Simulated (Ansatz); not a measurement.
Consider C₃H₆O.

```xyz
10

C     0.2127   -0.8091   -0.8927
C    -0.0621   -2.0176   -1.4081
C    -0.9877   -2.2722   -2.5576
O     0.4729   -3.1815   -0.9459
H     0.9004   -0.6890   -0.0500
H    -0.2465    0.0892   -1.3049
H    -1.7987   -2.9516   -2.2473
H    -0.4455   -2.7732   -3.3766
H    -1.4249   -1.3387   -2.9342
H     1.0646   -2.9845   -0.2065
```

Geometry: B3LYP-D3(BJ)/def2-SVP.

These are results of isolated molecule in a Gaussian basis; Kohn-Sham density functional theory, functional PBE0 (Ansatz 0.2.0), not measurements.

Q: What can the converged electron density and electron localisation function tell about the bonding?

A: C–C (1.34 Å): ρ is about 2.3 e/Å³ halfway; the ELF peaks at about 0.95 between the atoms; a multiple bond.
C–O (1.36 Å): ρ at the midpoint is about 2.3 e/Å³, with its minimum of 2 e/Å³ about 0.5 Å from C; the ELF peaks at about 0.90 between the atoms; a shared but strongly polarised pair.
O–H (0.97 Å): the density is about 3.8 e/Å³ at the midpoint; the ELF climbs to about 1 towards the hydrogen, as it does in any bond to H; an ordinary covalent bond to hydrogen.
C–C (1.50 Å): ρ is about 1.8 e/Å³ halfway; the ELF peaks at about 0.95 between the atoms; a shared electron pair.

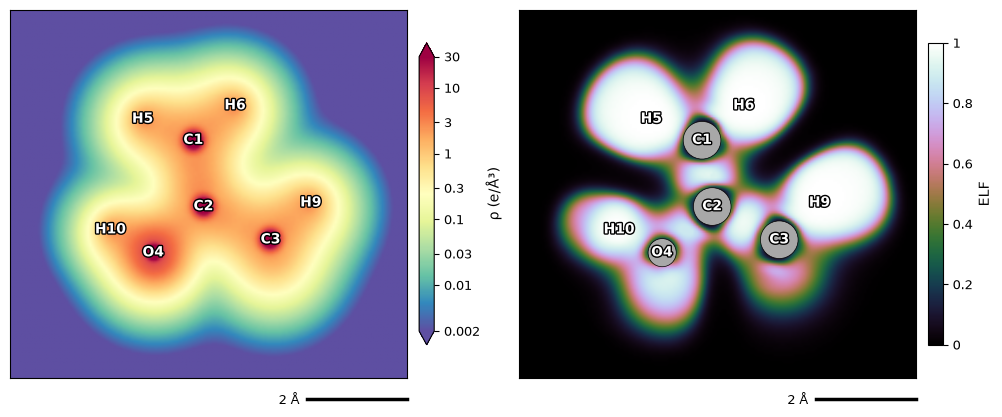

Computed electron density and electron localisation function on the plane of atoms C2, C1 and H6, in this order. Grey discs cover the atomic cores in the ELF map. 
